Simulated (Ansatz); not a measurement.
**C2H3ClF2: how energies converge with the basis set**

Aim: see how fast density functionals converge with the basis set for C2H3ClF2.

Method: one geometry, several basis sets; program: Ansatz 0.2.0, Gaussian basis.

Plan: PBE0-D4/def2-SVP; ωB97M-V/def2-SVP; PBE0-D4/def2-QZVPP; ωB97M-V/def2-QZVPP; the functionals' def2-TZVPP values are taken from earlier runs.

## Step 1: Structure used throughout

The geometry comes from an earlier relaxation with PBE0-D4 in a triple-zeta def2 set; it is a stationary point, not always the lowest conformer.

8 atoms, charge 0, spin multiplicity 1.

Atoms are counted from 1 here; the program's logs count them from 0.

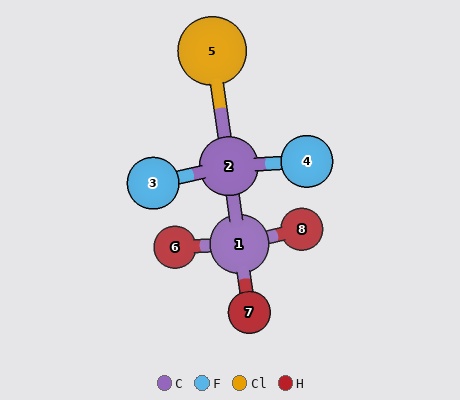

The geometry (carbon purple, fluorine blue, chlorine amber, hydrogen red); atoms are numbered from 1 in the order of the file.

Coordinates:

```xyz
8
C2H3ClF2
C    -0.58048   -0.31282    0.47018
C     0.53663    0.17264   -0.40285
F     1.72551    0.00724    0.19948
F     0.58381   -0.51818   -1.55356
Cl    0.36444    1.89859   -0.80801
H    -0.58964    0.24986    1.40195
H    -0.41682   -1.37104    0.68071
H    -1.53124   -0.18338   -0.04380
```

## Step 2: PBE0-D4 in def2-SVP

in.yaml

```yaml
crystal:
  periodic: [false, false, false]
  atoms:
    - {symbol: C, position_ang: [-0.580477, -0.312824, 0.470182]}
    - {symbol: C, position_ang: [0.536630, 0.172637, -0.402853]}
    - {symbol: F, position_ang: [1.725505, 0.007235, 0.199479]}
    - {symbol: F, position_ang: [0.583813, -0.518182, -1.553560]}
    - {symbol: Cl, position_ang: [0.364437, 1.898593, -0.808009]}
    - {symbol: H, position_ang: [-0.589641, 0.249859, 1.401950]}
    - {symbol: H, position_ang: [-0.416823, -1.371037, 0.680705]}
    - {symbol: H, position_ang: [-1.531245, -0.183380, -0.043795]}
basis:
  gaussian: {orbitals: def2-SVP}
hamiltonian: {xc: pbe0, dispersion: d4}
output: {orbitals: {seedname: orbitals}}
```

Run with:

```bash
> ansatz run in.yaml --threads 2 --pin off --events-out ev --progress --plain --max-ram 4352MiB
```

The runs that follow: ωB97M-V in def2-SVP; PBE0-D4 in def2-QZVPP; ωB97M-V in def2-QZVPP.

Before running them: what should the planned runs give, taken together? Wanted: PBE0-D4: double and triple zeta above quadruple; ωB97M-V: double and triple zeta above quadruple.

The runs gave:

| quantity | value |
| --- | --- |
| PBE0-D4: double and triple zeta above quadruple | 14.10, 0.76 eV |
| ωB97M-V: double and triple zeta above quadruple | 14.26, 0.72 eV |

**Reading.** PBE0-D4 gains 13.34 eV from double to triple zeta, then 0.76 eV more. These are total energies; as a rule much of such shifts cancels in differences, which this series doesn't test. The LUMO of ωB97M-V is positive and keeps falling with the basis (3.50 to 1.93 eV): an unbound level that the basis holds in place.
